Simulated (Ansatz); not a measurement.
**GeH3 (SMILES [GeH3]) at UHF/def2-TZVPP**

Aim: the vertical doublet–quartet gap of GeH3 at UHF/def2-TZVPP, from 2 runs. 

Program for the calculation: Ansatz 0.2.0.

41 further runs of the same task are left out: 41 set aside as unsound or not needed.

### 1 The system as given

GeH3 has 4 atoms, charge 0, and is taken as a doublet. SMILES: `[GeH3]`. The shape is that of a PBE0-D4/def2-TZVP optimisation.

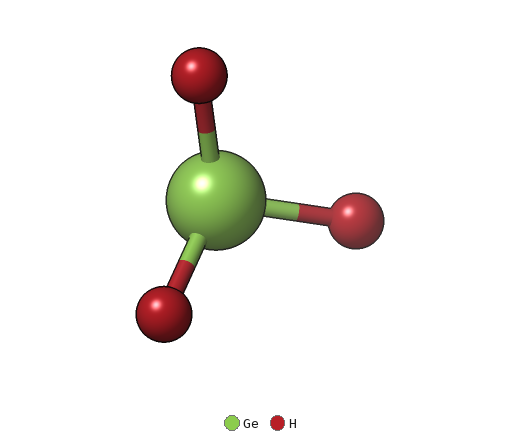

Viewed from a chosen angle; germanium green, hydrogen red.

### 2 The energy at UHF/def2-TZVPP

Input file job.yaml:

```yaml
basis:
  gaussian:
    orbitals: def2-TZVPP
crystal:
  periodic: [false, false, false]
  atoms:
    - {symbol: Ge, position_ang: [0.214600, -0.125900, -0.249400]}
    - {symbol: H, position_ang: [1.055000, 0.109600, 1.018300]}
    - {symbol: H, position_ang: [-0.882800, -1.175900, -0.000100]}
    - {symbol: H, position_ang: [-0.386800, 1.192200, -0.768800]}
magnetization:
  spin_polarized: true
  initial_magnetization: 1
hamiltonian:
  xc: hf
accuracy: high
output: {orbitals: {seedname: orbitals}}
```

Started as:

```
$ ansatz run job.yaml --threads 1 --pin off --max-ram 3480MiB --events-out events.jsonl --progress --plain --runs-dir runs
```

The program printed:

```text
Warning: RAYON_NUM_THREADS=1 ignored (pool sized by the plan → 1); use --threads N
Functional definition: HF
  name "HF"
  exchange = exact_x
  correlation = 0
1427 factors; integrals over basis functions are off by at most 4.4e-9 eV
mean field evaluation 1: about -56519.3038 eV, gradient 7.3e0 eV
mean field evaluation 2: about -56519.3060 eV, gradient 7.3e0 eV
mean field evaluation 4: about -56519.9079 eV, gradient 1.7e0 eV
mean field evaluation 8: about -56519.9239 eV, gradient 4.7e-4 eV
mean field -56519.92385864 eV, -2077.0688912246 hartree, gradient 4.7e-8 eV, S^2 0.754842; 0 other end points of the search recorded, 0 dependent functions left out
reference -56519.92385864 eV, -2077.0688912246 hartree; 18, 17 occupied and 72, 73 virtual orbitals, 1427 factors
Total energy: -56519.92385864 eV, -2077.0688912246 hartree
```

It took 2.2 s on 1 thread of Arm Neoverse V1, shared host; peak memory 0.23 GiB.

### 3 The quartet at the same level

Input file in.yaml:

```yaml
crystal:
  periodic: [false, false, false]
  atoms:
    - {symbol: Ge, position_ang: [0.214600, -0.125900, -0.249400]}
    - {symbol: H, position_ang: [1.055000, 0.109600, 1.018300]}
    - {symbol: H, position_ang: [-0.882800, -1.175900, -0.000100]}
    - {symbol: H, position_ang: [-0.386800, 1.192200, -0.768800]}
basis:
  gaussian:
    orbitals: def2-TZVPP
magnetization:
  spin_polarized: true
  initial_magnetization: 3
hamiltonian:
  xc: hf
accuracy: high
output:
  orbitals: {seedname: orbitals}
```

Started as:

```
$ ansatz run in.yaml --threads 1 --pin off --max-ram 3480MiB --events-out events.jsonl --progress --plain --runs-dir runs
```

The program printed (excerpt; [...] marks lines left out):

```text
Warning: RAYON_NUM_THREADS=1 ignored (pool sized by the plan → 1); use --threads N
[... 2 set-up lines as earlier in the session ...]
[...]
1427 factors; integrals over basis functions are off by at most 4.4e-9 eV
[...]
mean field -56511.92442722 eV, -2076.7749175423 hartree, gradient 3.0e-8 eV, S^2 3.759704; 3 other end points of the search recorded, 0 dependent functions left out
reference -56511.92442722 eV, -2076.7749175423 hartree; 19, 16 occupied and 71, 74 virtual orbitals, 1427 factors
Total energy: -56511.92442722 eV, -2076.7749175423 hartree
```

Wall time 11 s (1 thread of Arm Neoverse V1, shared host); peak memory 0.23 GiB.

### 4 What came out

Level: UHF/def2-TZVPP.

| quantity | value |
| --- | --- |
| doublet: total energy | -2077.06889 Eh |
| doublet: HOMO energy (highest over α and β) | -8.98 eV |
| doublet: LUMO energy (lowest over α and β) | 1.09 eV |
| doublet: ⟨S²⟩ | 0.755 |
| quartet: total energy | -2076.77492 Eh |
| quartet: HOMO energy (highest over α and β) | -4.09 eV |
| quartet: LUMO energy (lowest over α and β) | -2.77 eV |
| quartet: ⟨S²⟩ | 3.760 |
| vertical energy of the quartet above the doublet | 7.999 eV |

**Reading.** At this shape the quartet lies 8.00 eV (772 kJ/mol) above the doublet.
